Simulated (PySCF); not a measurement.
CH2ClF3Si: core-level calculation

The run: core-level calculation of CH2ClF3Si. Method and program: delta-SCF UKS B3LYP, pcX-2 on the ionised atom, pcseg-1 elsewhere, spin-free X2C (PySCF 2.14.0).

Figures and captions count atoms from 1; the log counts them from 0 in places.

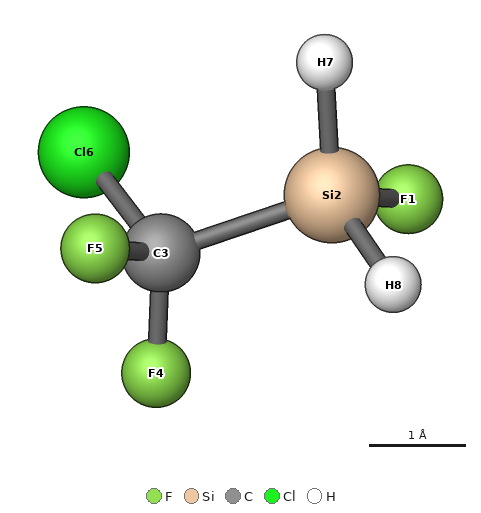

The structure (ball-and-stick view, seen at a tilt; atoms are numbered from 1 in the order of the input).

Input file:
```
{"job": {"kind": "xps", "xc": "B3LYP"}, "charge": 0, "multiplicity": 1}
F      1.083108     1.498213    -1.026652
Si     0.933799     0.323652     0.076066
C     -0.827643    -0.429828    -0.083602
F     -1.049164    -0.981944    -1.282558
F     -0.977993    -1.396708     0.839702
Cl    -2.063391     0.825478     0.204052
H      1.059707     0.890581     1.439170
H      1.920122    -0.745182    -0.220968
```

The first line tells a small driver script what to run in PySCF; the rest is the geometry in Å.

Run as:
```bash
OMP_NUM_THREADS=1 python <driver script> task.json out
```

The program's output:
```
ground state, core basis on atom 0 (F), 133 functions
  cycle   1  E = -1090.50963450  |g| = 9.14e-01
  cycle   2  E = -1090.17942637  |g| = 1.69e+00
  cycle   3  E = -1090.65863431  |g| = 7.33e-02
  cycle   4  E = -1090.65902830  |g| = 6.36e-02
  cycle   5  E = -1090.65961004  |g| = 9.26e-03
  cycle   6  E = -1090.65962914  |g| = 2.33e-03
  cycle   7  E = -1090.65962862  |g| = 5.10e-04
  cycle   8  E = -1090.65963006  |g| = 2.99e-04
  E(ground) = -1090.65901045 Eh
hole in F 1s of atom 0
  cycle   1  E = -1064.30257166  |g| = 2.60e+00
  cycle   2  E = -1064.38105541  |g| = 2.07e+00
[... 7 cycles left out ...]
  E(ion) = -1065.19936775 Eh   <S^2> = 0.7544   hole on atom = 1.000   binding energy = 692.792 eV
ground state, core basis on atom 1 (Si), 144 functions
[... 6 cycles left out ...]
  E(ground) = -1090.68171373 Eh
hole in Si 1s of atom 1
[... 9 cycles left out ...]
  E(ion) = -1022.78407178 Eh   <S^2> = 0.7518   hole on atom = 1.000   binding energy = 1847.589 eV
hole in Si 2p of atom 1
[... 9 cycles left out ...]
  E(ion) = -1086.66635182 Eh   <S^2> = 0.7517   hole on atom = 1.002   binding energy = 109.264 eV
  2p3/2 = 109.006 eV   2p1/2 = 109.628 eV
ground state, core basis on atom 2 (C), 133 functions
[... 6 cycles left out ...]
  E(ground) = -1090.61767409 Eh
hole in C 1s of atom 2
[... 11 cycles left out ...]
  E(ion) = -1079.70827895 Eh   <S^2> = 0.7650   hole on atom = 1.000   binding energy = 296.860 eV
ground state, core basis on atom 3 (F), 133 functions
[... 6 cycles left out ...]
  E(ground) = -1090.65703287 Eh
hole in F 1s of atom 3
[... 9 cycles left out ...]
  E(ion) = -1065.16395150 Eh   <S^2> = 0.7551   hole on atom = 1.000   binding energy = 693.702 eV
ground state, core basis on atom 5 (Cl), 144 functions
[... 7 cycles left out ...]
  E(ground) = -1090.79292188 Eh
hole in Cl 1s of atom 5
[... 9 cycles left out ...]
  cycle  10  E = -986.90308201  |g| = 1.46e-04
  E(ion) = -986.90196200 Eh   <S^2> = 0.7513   hole on atom = 1.000   binding energy = 2827.017 eV
hole in Cl 2p of atom 5
  cycle   1  E = -1082.72398818  |g| = 1.66e+00
  cycle   2  E = -1082.75072373  |g| = 1.25e+00
  cycle   3  E = -1083.14185391  |g| = 3.29e-01
  cycle   4  E = -1083.17592832  |g| = 1.45e-01
  cycle   5  E = -1083.18203261  |g| = 3.61e-02
  cycle   6  E = -1083.18259282  |g| = 9.42e-03
  cycle   7  E = -1083.18263330  |g| = 1.50e-03
  cycle   8  E = -1083.18263466  |g| = 9.17e-04
  cycle   9  E = -1083.18263462  |g| = 3.13e-04
  E(ion) = -1083.18158185 Eh   <S^2> = 0.7534   hole on atom = 1.001   binding energy = 207.115 eV
  2p3/2 = 206.406 eV   2p1/2 = 208.063 eV
```

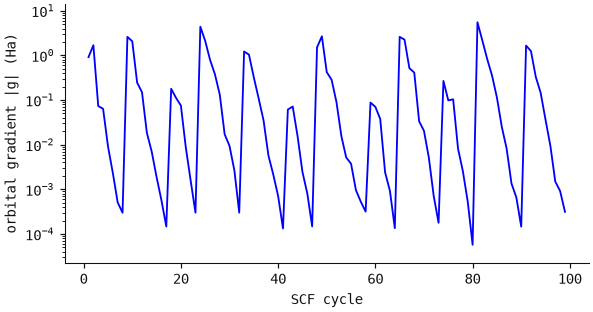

Convergence of the self-consistent field: orbital gradient |g| against the SCF cycle. All cycles printed in the log are drawn one after another.

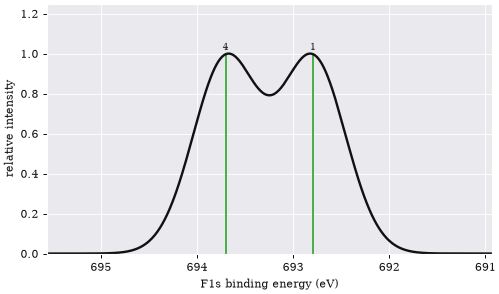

F1s binding energies by ΔSCF of the atoms computed, labelled by atom number, with a Gaussian envelope of 0.8 eV full width. They run from 692.79 eV (atom 1) to 693.70 eV (atom 4).

Summary:

```csv
quantity,value
outcome,converged
hardware,"1 CPU thread, shared host"
wall time,43 s
peak memory,0.55 GiB
```
